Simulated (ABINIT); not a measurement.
# MgO (Fm-3m): G0W0 in ABINIT against the bands in the self-energy, part 2 of 2

How does the gap of MgO (Fm-3m) converge in the bands in the self-energy?

ABINIT 10.8.3; PBE and many-body steps on it, plane waves. Known limits of the many-body steps: not at the basis limit.

So far. Step 2 (Screening, 6×6×6 mesh, 343 bands, screening to 435.4 eV): Local fields lower ε∞ by 7 %.

**6. 92 bands**

Level of this step: G0W0 on PBE, plane waves, norm-conserving pseudopotentials (ABINIT).

The self-energy is evaluated for the states that the input lists, and the levels follow from it, in one-shot runs by the linearised quasiparticle equation.

The input, run.abi:

```
acell 3*1.0 Angstrom
rprim 
  -0.000000000000 2.097001392700 2.097001392700
  2.097001392700 0.000000000000 2.097001392700
  2.097001392700 2.097001392700 0.000000000000
ntypat 2
znucl 12 8
natom 2
typat 1 2
xred 
  0.000000000000 0.000000000000 0.000000000000
  0.500000000000 0.500000000000 0.500000000000
pp_dirpath "pseudos"
pseudos "Mg.upf, O.upf"
ecut 38
ngkpt 6 6 6
nshiftk 1
shiftk 0 0 0
kptopt 1
chksymbreak 0
istwfk *1
occopt 1
irdwfk 1
optdriver 4
nband 92
gwcalctyp 0
ecutsigx 38
symsigma 1
nkptgw 1
kptgw 
  0.0000000000 0.0000000000 0.0000000000
bdgw 
  6 12
ecuteps 16
irdscr 1
ppmodel 1
indata_prefix "in"
outdata_prefix "out"
tmpdata_prefix "tmp"
```

The run is started by

```
$ OMP_NUM_THREADS=1 mpirun -n 8 abinit run.abi > log
```

What it wrote:

```text
.Version 10.8.3 of ABINIT. v10.8.2 released Aug 2026.

 Symmetries : space group Fm -3 m (#225); Bravais cF (face-center cubic)
[... echo of the input left out ...]
== DATASET  1 ==================================================================
-   mpi_nproc: 8, omp_nthreads: 1 (-1 if OMP is not activated)

--- !DatasetInfo
iteration_state: {dtset: 1, }
dimensions: {natom: 2, nkpt: 16, mband: 92, nsppol: 1, nspinor: 1, nspden: 1, mpw: 1411, }
cutoff_energies: {ecut:  38.0, pawecutdg:  -1.0, }
[...]
10  20.877  -9.643  -3.728  -4.643   0.866  -0.155  -8.542   1.101  21.978
       11  20.877  -9.643  -3.728  -4.643   0.866  -0.155  -8.542   1.101  21.978
       12  20.877  -9.643  -3.728  -4.643   0.866  -0.155  -8.542   1.101  21.978

== END DATASET(S) ==============================================================
================================================================================

 -outvars: echo values of variables after computation  --------
           etotal      0.0000000000E+00
            nband          92
             nkpt          16
          spgroup         225
 [... the other variables as echoed above ...]

 Calculation completed.
```

It took 6.5 s on 8 MPI ranks of Intel Xeon 6975P-C (Granite Rapids), shared host; peak memory 2 GiB; 50 s of CPU time.

Numbers from this step:

```
G0W0 gap on the points computed              : 7.210 eV
starting gap on the mesh                     : 4.895 eV
k of the valence top                         : 0, 0, 0
k of the conduction bottom                   : 0, 0, 0
least direct G0W0 gap on the computed points : 7.210 eV
```

The gap on the mesh goes from 4.89 eV to 7.21 eV, a correction of +2.32 eV.

**7. 204 bands**

run.abi: that of step 6 with these lines changed.

```diff
@@ -24,3 +24,3 @@
 optdriver 4
-nband 92
+nband 204
 gwcalctyp 0
```

What it wrote:

```text
.Version 10.8.3 of ABINIT. v10.8.2 released Aug 2026.

 Symmetries : space group Fm -3 m (#225); Bravais cF (face-center cubic)
[... echo of the input left out ...]
== DATASET  1 ==================================================================
-   mpi_nproc: 8, omp_nthreads: 1 (-1 if OMP is not activated)

--- !DatasetInfo
iteration_state: {dtset: 1, }
dimensions: {natom: 2, nkpt: 16, mband: 204, nsppol: 1, nspinor: 1, nspden: 1, mpw: 1411, }
cutoff_energies: {ecut:  38.0, pawecutdg:  -1.0, }
[...]
10  20.877  -9.643  -3.728  -4.707   0.865  -0.155  -8.598   1.045  21.922
       11  20.877  -9.643  -3.728  -4.707   0.865  -0.155  -8.598   1.045  21.922
       12  20.877  -9.643  -3.728  -4.707   0.865  -0.155  -8.598   1.045  21.922

== END DATASET(S) ==============================================================
================================================================================

 -outvars: echo values of variables after computation  --------
           etotal      0.0000000000E+00
            nband         204
             nkpt          16
          spgroup         225
 [... the other variables as echoed above ...]

 Calculation completed.
```

The job ended after 12 s (8 MPI ranks; peak memory 2.3 GiB; 92 s of CPU time).

This step gave:

- G0W0 gap on the points computed: 7.302 eV
- starting gap on the mesh: 4.895 eV
- k of the valence top: 0, 0, 0
- k of the conduction bottom: 0, 0, 0
- least direct G0W0 gap on the computed points: 7.302 eV

Against the run before, the gap moves by +0.092 eV.

**8. 343 bands**

run.abi: that of step 7 with these lines changed.

```diff
@@ -24,3 +24,3 @@
 optdriver 4
-nband 204
+nband 343
 gwcalctyp 0
```

What it wrote:

```text
.Version 10.8.3 of ABINIT. v10.8.2 released Aug 2026.

 Symmetries : space group Fm -3 m (#225); Bravais cF (face-center cubic)
[... echo of the input left out ...]
== DATASET  1 ==================================================================
-   mpi_nproc: 8, omp_nthreads: 1 (-1 if OMP is not activated)

--- !DatasetInfo
iteration_state: {dtset: 1, }
dimensions: {natom: 2, nkpt: 16, mband: 343, nsppol: 1, nspinor: 1, nspden: 1, mpw: 1411, }
cutoff_energies: {ecut:  38.0, pawecutdg:  -1.0, }
[...]
10  20.877  -9.643  -3.728  -4.723   0.865  -0.156  -8.612   1.031  21.908
       11  20.877  -9.643  -3.728  -4.723   0.865  -0.156  -8.612   1.031  21.908
       12  20.877  -9.643  -3.728  -4.723   0.865  -0.156  -8.612   1.031  21.908

== END DATASET(S) ==============================================================
================================================================================

 -outvars: echo values of variables after computation  --------
           etotal      0.0000000000E+00
            nband         343
             nkpt          16
          spgroup         225
 [... the other variables as echoed above ...]

 Calculation completed.
```

Run time: 19 s. Hardware: 8 MPI ranks; peak memory 3 GiB.

Numbers from this step:

* G0W0 gap on the points computed: 7.334 eV
* starting gap on the mesh: 4.895 eV
* k of the valence top: 0, 0, 0
* k of the conduction bottom: 0, 0, 0
* least direct G0W0 gap on the computed points: 7.334 eV

Against the run before, the gap moves by +0.032 eV.

**9. The runs together**

Times are wall times on 8 MPI ranks of Intel Xeon 6975P-C (Granite Rapids), shared host, good to a factor of about two. A run's time includes the screening step that it read.

| run | mesh | bands | screening cutoff (eV) | DFT gap (eV) | gap on the mesh (eV) | direct (eV) | ε∞ used | time |
| --- | --- | --- | --- | --- | --- | --- | --- | --- |
| 16 bands | 6×6×6 | 16 | 435.4 | 4.895 | 6.770 | 6.770 | 3.02 | 2.3 min |
| 18 bands | 6×6×6 | 18 | 435.4 | 4.895 | 6.813 | 6.813 | 3.02 | 2.4 min |
| 37 bands | 6×6×6 | 37 | 435.4 | 4.895 | 7.025 | 7.025 | 3.02 | 2.4 min |
| 92 bands | 6×6×6 | 92 | 435.4 | 4.895 | 7.210 | 7.210 | 3.02 | 2.4 min |
| 204 bands | 6×6×6 | 204 | 435.4 | 4.895 | 7.302 | 7.302 | 3.02 | 2.5 min |
| 343 bands | 6×6×6 | 343 | 435.4 | 4.895 | 7.334 | 7.334 | 3.02 | 2.6 min |

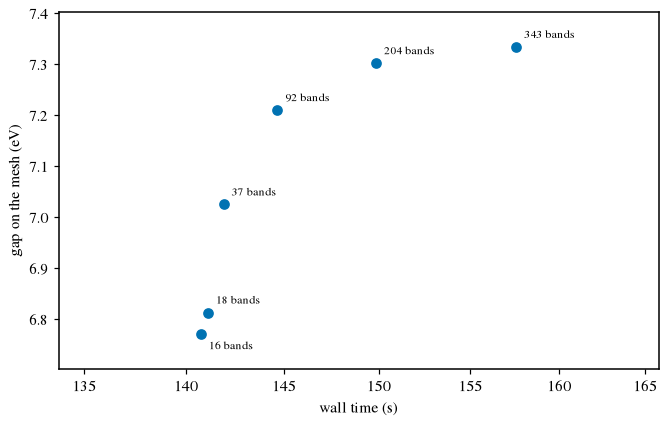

Result against wall time.

**10. Summary of results**

```json
{"16 bands": "6.770 eV", "18 bands": "6.813 eV", "37 bands": "7.025 eV", "92 bands": "7.210 eV", "204 bands": "7.302 eV", "343 bands": "7.334 eV", "known limits": "not at the basis limit"}
```

What this shows: The setting moved: bands in the self-energy. From 16 bands to 343 bands the gap moves by +0.56 eV. The last step still moves it by +0.032 eV. Bands and screening cutoff are coupled, so a series along one setting does not show full convergence. Bands and cutoff are finite, so the gap is not at the basis limit. The miss can reach some tenths of an eV and take either sign; the mesh is an error of its own. In the G0W0 runs levels were corrected at 1 k point alone, so a gap called «on the mesh» is the least over those, and an edge elsewhere would be missed.

[Paths, hosts, dates, memory and timing lines, banners, echoed tables and standing remarks are left out of the program output.]

[Logs are printed without paths, hosts, clocks, repeated set-up lines and the standing remarks that a program may print on its own settings, such as how far it seeks lower states.]

[Runs of the session that timed out or met a known fault of the program may be left out.]

[Hosts, paths, dates, database ids (printed as entryN), source tags and the programs' standing remarks are cut or masked in the printed files.]

[G0W0 gaps are taken among the corrected bands and points alone; a level outside them can change the order at an edge.]

[Where Ansatz stands beside ABINIT at settings called matched, ABINIT's density can come from a denser mesh and the files from another edition; pairs whose starting gaps differed by over 0.03 eV were left out, so agreement reads better than it is.]
